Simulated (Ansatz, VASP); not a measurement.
## Be2Sn in two plane-wave programs

One calculation is typed for both programs; each brings its own data sets and cutoff. How far apart do they land? The cell is generated by rule, not measured, and may not be a known phase. The cell comes out of the VASP series on this material, whose earlier steps may have relaxed, scaled or displaced it; both programs get it as it stands.

Calculated with Ansatz 0.2.0; plane waves, with VASP 6.6.1 beside it; band structure at PBEsol, spin-orbit coupling.

The structure was built from a prototype and need not be the compound's stable phase.

## 1. Starting point

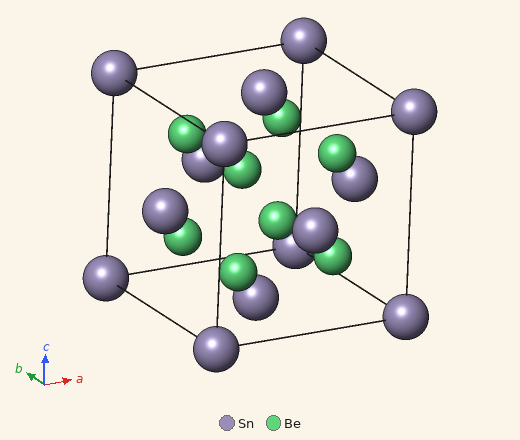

The cell as given, slightly off an axis (tin purple, beryllium green). This picture shows the conventional cell, with its axes. Some periodic images of atoms are drawn too.

As a file:

```cif
data_structure
_symmetry_space_group_name_H-M 'Fm-3m'
_symmetry_Int_Tables_number 225
_cell_length_a 5.6613
_cell_length_b 5.6613
_cell_length_c 5.6613
_cell_angle_alpha 90.000
_cell_angle_beta 90.000
_cell_angle_gamma 90.000
_cell_volume 181.44
loop_
_atom_site_label
_atom_site_type_symbol
_atom_site_symmetry_multiplicity
_atom_site_Wyckoff_symbol
_atom_site_fract_x
_atom_site_fract_y
_atom_site_fract_z
_atom_site_occupancy
Sn1 Sn 4 a 0.00000 0.00000 0.00000 1
Be1 Be 8 c 0.25000 0.75000 0.75000 1
```

## 2. VASP: band structure, PBEsol, spin-orbit coupling

Levels along a path test the potential and the projectors away from the mesh points.

Lines of VASP's logs that name or quote its potential files are left out, and so is its time.

Contents of INCAR:

```
SYSTEM = Be2Sn
PREC = Accurate
ENCUT = 400
EDIFF = 1E-06
NELM = 100
ISMEAR = 0
SIGMA = 0.02
LREAL = .FALSE.
ALGO = Normal
GGA = PS
LNONCOLLINEAR = .TRUE.
MAGMOM = 0 0 0 0 0 0 0 0 0
NBANDS = 30
GGA_COMPAT = .FALSE.
LASPH = .TRUE.
LSORBIT = .TRUE.
LORBIT = 11
LWAVE = .FALSE.
LCHARG = .FALSE.
KPAR = 4
ISIF = 2
```

Contents of POSCAR:

```
Be2Sn
1.0
    0.0000000000      2.8306300000      2.8306300000
    2.8306300000      0.0000000000      2.8306300000
    2.8306300000      2.8306300000      0.0000000000
Sn Be
1 2
Direct
    0.0000000000      0.0000000000      0.0000000000
    0.2500000000      0.2500000000      0.2500000000
    0.7500000000      0.7500000000      0.7500000000
```

Contents of KPOINTS:

```
Automatic mesh
0
Gamma
8 8 8
0 0 0
```

Contents of KPOINTS_OPT:

```
Line mode
16
Line-mode
Reciprocal
  0.00000000   0.00000000   0.00000000 GAMMA
  0.50000000   0.00000000   0.50000000 X

  0.50000000   0.00000000   0.50000000 X
  0.50000000   0.25000000   0.75000000 W

  0.50000000   0.25000000   0.75000000 W
  0.37500000   0.37500000   0.75000000 K

  0.37500000   0.37500000   0.75000000 K
  0.00000000   0.00000000   0.00000000 GAMMA

  0.00000000   0.00000000   0.00000000 GAMMA
  0.50000000   0.50000000   0.50000000 L

  0.50000000   0.50000000   0.50000000 L
  0.62500000   0.25000000   0.62500000 U

  0.62500000   0.25000000   0.62500000 U
  0.50000000   0.25000000   0.75000000 W

  0.50000000   0.25000000   0.75000000 W
  0.50000000   0.50000000   0.50000000 L

  0.50000000   0.50000000   0.50000000 L
  0.37500000   0.37500000   0.75000000 K

  0.62500000   0.25000000   0.62500000 U
  0.50000000   0.00000000   0.50000000 X
```

The projector-augmented-wave data sets are Sn_d and Be (PBE family, release 64).

Run with:

```bash
> mpirun -np 4 vasp_ncl
```

Numbers of over 12 decimals in the logs are rounded to 6 here.

Log:

```text
[banner, memory and clock lines left out]
running    4 mpi-ranks, on    1 nodes
 distrk:  each k-point on    1 cores,    4 groups
 distr:  one band on    1 cores,    1 groups

 POSCAR found type information on POSCAR SnBe
 POSCAR found :  2 types and       3 ions
|                                                                             |
|               ----> ADVICE to this user running VASP <----                  |
|                                                                             |
|     You enforced a specific xc type in the INCAR file but a different       |
|     [... a line on the potential file left out ...]
|     I HOPE YOU KNOW WHAT YOU ARE DOING!                                     |
|                                                                             |

 LDA part: xc-table for (Slater+PW92), standard interpolation
 POSCAR, INCAR and KPOINTS ok, starting setup
 FFT: planning ... GRIDC
 FFT: planning ... GRID_SOFT
 FFT: planning ... GRID
 WAVECAR not read
 entering main loop
       N       E                     dE             d eps       ncg     rms          rms(c)
DAV:   1     0.132396837046E+03    0.13240E+03   -0.72343E+03  1810   0.135E+03
DAV:   2     0.535347711169E+01   -0.12704E+03   -0.12189E+03  1764   0.379E+02
DAV:   3    -0.103118190873E+02   -0.15665E+02   -0.15448E+02  2114   0.121E+02
DAV:   4    -0.108628800686E+02   -0.55106E+00   -0.54959E+00  2124   0.249E+01
DAV:   5    -0.108802709763E+02   -0.17391E-01   -0.17387E-01  2460   0.429E+00    0.419E+00
DAV:   6    -0.107803476349E+02    0.99923E-01   -0.71995E-02  2422   0.448E+00    0.231E+00
DAV:   7    -0.107400121761E+02    0.40335E-01   -0.33805E-02  2454   0.272E+00    0.120E+00
DAV:   8    -0.107378506692E+02    0.21615E-02   -0.18892E-03  2026   0.375E-01    0.154E-01
DAV:   9    -0.107375781131E+02    0.27256E-03   -0.10914E-03  2352   0.469E-01    0.520E-02
DAV:  10    -0.107376342494E+02   -0.56136E-04   -0.73063E-05  2138   0.622E-02    0.526E-03
DAV:  11    -0.107376359643E+02   -0.17150E-05   -0.38954E-06  2242   0.206E-02    0.320E-03
DAV:  12    -0.107376361599E+02   -0.19557E-06   -0.78109E-07  1654   0.684E-03
   1 F= -.10737636E+02 E0= -.10737342E+02  d E =-.589230E-03  mag=    -0.0000    -0.0000     0.0000
 Start KPOINTS_OPT (optional k-point list driver)
k-point batch [1-29\160]
       N       E                     dE             ncg
DAV:   1     0.724963143651E+03   -0.10486E+05     1852
DAV:   2    -0.297163470421E+04   -0.36966E+04     1752
DAV:   3    -0.344554106930E+04   -0.47391E+03     2206
DAV:   4    -0.346271633759E+04   -0.17175E+02     2112
DAV:   5    -0.346327374638E+04   -0.55741E+00     2642
DAV:   6    -0.346328009650E+04   -0.63501E-02     2270
DAV:   7    -0.346328033590E+04   -0.23939E-03     2660
DAV:   8    -0.346328033841E+04   -0.25091E-05     1950
DAV:   9    -0.346328033853E+04   -0.12481E-06     1484
[...]
k-point batch [146-160\160]
       N       E                     dE             ncg
DAV:   1     0.755744164613E+04   -0.79642E+04      936
DAV:   2     0.559753197384E+04   -0.19599E+04      906
DAV:   3     0.535618274745E+04   -0.24135E+03     1118
DAV:   4     0.534775066215E+04   -0.84321E+01     1154
DAV:   5     0.534748249273E+04   -0.26817E+00     1386
DAV:   6     0.534748009761E+04   -0.23951E-02     1210
DAV:   7     0.534747995079E+04   -0.14682E-03     1402
DAV:   8     0.534747994972E+04   -0.10717E-05     1066
DAV:   9     0.534747994966E+04   -0.53586E-07      846
```

Parts of OUTCAR (step 2):

```text
ion  position               nearest neighbor table
   1  0.000  0.000  0.000-   3 2.45   3 2.45   3 2.45   2 2.45   3 2.45   2 2.45   2 2.45   2 2.45

  LATTYP: Found a face centered cubic cell.
 ALAT       =     5.6612600000

 Subroutine GETGRP returns: Found 48 space group operations
 (whereof 48 operations were pure point group operations)

The static configuration has the point symmetry O_h .

 Found     29 irreducible k-points:

   k-points           NKPTS =     29   k-points in BZ     NKDIM =     29   number of bands    NBANDS=     30

   dimension x,y,z NGX =    28 NGY =   28 NGZ =   28
   dimension x,y,z NGXF=    56 NGYF=   56 NGZF=   56

   ENCUT  =  400.0 eV  29.40 Ry    5.42 a.u.   6.53  6.53  6.53*2*pi/ulx,y,z

   NELECT =      18.0000    total number of electrons

 k-points in reciprocal lattice and weights: Automatic mesh
   0.00000000  0.00000000  0.00000000       0.002
   0.12500000  0.00000000  0.00000000       0.016
   0.25000000  0.00000000  0.00000000       0.016
   0.37500000  0.00000000  0.00000000       0.016
   0.50000000  0.00000000  0.00000000       0.008
   0.12500000  0.12500000  0.00000000       0.012
   0.25000000  0.12500000  0.00000000       0.047
   0.37500000  0.12500000  0.00000000       0.047
   0.50000000  0.12500000  0.00000000       0.047
[...]
-0.37500000  0.50000000  0.12500000       0.023
  -0.25000000  0.50000000  0.25000000       0.012

 average (electrostatic) potential at core
       1 -99.3416       2 -33.6461       3 -33.6461

 E-fermi :   7.6418

 k-point     1 :       0.0000    0.0000    0.0000
  band No.  band energies     occupation
    ...
      8     -13.5881      1.00000
      9     -13.5881      1.00000
     10     -13.5881      1.00000
     11      -4.1855      1.00000
     12      -4.1855      1.00000
     13       8.2190      0.00000
     14       8.2190      0.00000
     15       8.3554      0.00000
     16       8.3554      0.00000
     17       8.3554      0.00000
    ...

 k-point     2 :       0.1250    0.0000    0.0000
  band No.  band energies     occupation
    ...
     14       6.0464      1.00000
     15       7.4376      1.00000
     16       7.4376      1.00000
     17       7.6293      0.81103
     18       7.6293      0.81102
     19       9.3501      0.00000
     20       9.3501      0.00000
     21       9.5631      0.00000
     22       9.5631      0.00000
     23       9.8164      0.00000
    ...

 k-point     3 :       0.2500    0.0000    0.0000
  band No.  band energies     occupation
    ...
     14       3.5903      1.00000
     15       6.6898      1.00000
     16       6.6898      1.00000
     17       6.9298      1.00000
     18       6.9298      1.00000
     19       9.6061      0.00000
     20       9.6061      0.00000
     21       9.6547      0.00000
     22       9.6547      0.00000
     23       9.8944      0.00000
    ...

  Total        1.2472538      1.2472538      1.2472538      0.0000000      0.0000000      0.0000000
  in kB       44.0540786     44.0540786     44.0540786      0.0000000      0.0000000      0.0000000
  external PRESSURE =      44.0540786 kB  Pullay stress =       0.0000000 kB

  energy-cutoff  :      400.00
  volume of cell :       45.36
      direct lattice vectors                 reciprocal lattice vectors
     0.000000000  2.830630000  2.830630000    -0.176639123  0.176639123  0.176639123
     2.830630000  0.000000000  2.830630000     0.176639123 -0.176639123  0.176639123
     2.830630000  2.830630000  0.000000000     0.176639123  0.176639123 -0.176639123

 POSITION                                       TOTAL-FORCE (eV/Angst)
 -----------------------------------------------------------------------------------
      0.00000      0.00000      0.00000        -0.000000      0.000000     -0.000000
      1.41532      1.41532      1.41532         0.000000      0.000000      0.000000
      4.24595      4.24595      4.24595        -0.000000     -0.000000     -0.000000
 -----------------------------------------------------------------------------------
    total drift:                               -0.000000      0.000000      0.000000

  FREE ENERGIE OF THE ION-ELECTRON SYSTEM (eV)
  ---------------------------------------------------
  free  energy   TOTEN  =       -10.7376361599 eV

  energy  without entropy=      -10.7370469303  energy(sigma->0) =      -10.73734155

 Spin-Orbit-Coupling matrix elements
 Ion:    1  E_soc:     -0.1132761
 Ion:    2  E_soc:     -0.0000063
 Ion:    3  E_soc:     -0.0000063

 total charge
# of ion       s       p       d       tot
------------------------------------------
    1        1.098   1.664   9.980  12.742
    2        0.370   0.562   0.000   0.932
    3        0.370   0.562   0.000   0.932
--------------------------------------------------
tot          1.838   2.787   9.980  14.605

 magnetization (x)
# of ion       s       p       d       tot
------------------------------------------
    1        0.000  -0.000   0.000   0.000
    2       -0.000   0.000   0.000  -0.000
    3       -0.000   0.000   0.000  -0.000
--------------------------------------------------
tot         -0.000  -0.000   0.000  -0.000

 magnetization (y)
# of ion       s       p       d       tot
------------------------------------------
    1        0.000  -0.000  -0.000  -0.000
    2        0.000   0.000   0.000   0.000
    3        0.000   0.000   0.000   0.000
--------------------------------------------------
tot          0.000  -0.000  -0.000  -0.000

 magnetization (z)
# of ion       s       p       d       tot
------------------------------------------
    1        0.000  -0.000  -0.000   0.000
    2       -0.000   0.000   0.000  -0.000
    3       -0.000   0.000   0.000  -0.000
--------------------------------------------------
tot         -0.000   0.000  -0.000  -0.000

[... 3 further parts left out ...]
```

The run ends at a pressure of 4.41 GPa.

[end of part 1 of 2]

[Lines on the potential files, build, host, timing and source positions are cut from VASP's logs without a mark.]

[Logs are printed without paths, hosts, clocks, repeated set-up lines and the standing remarks that a program may print on its own settings, such as how far it seeks lower states.]

[Hosts, paths, dates, database ids (printed as entryN), source tags and the programs' standing remarks are cut or masked in the printed files.]
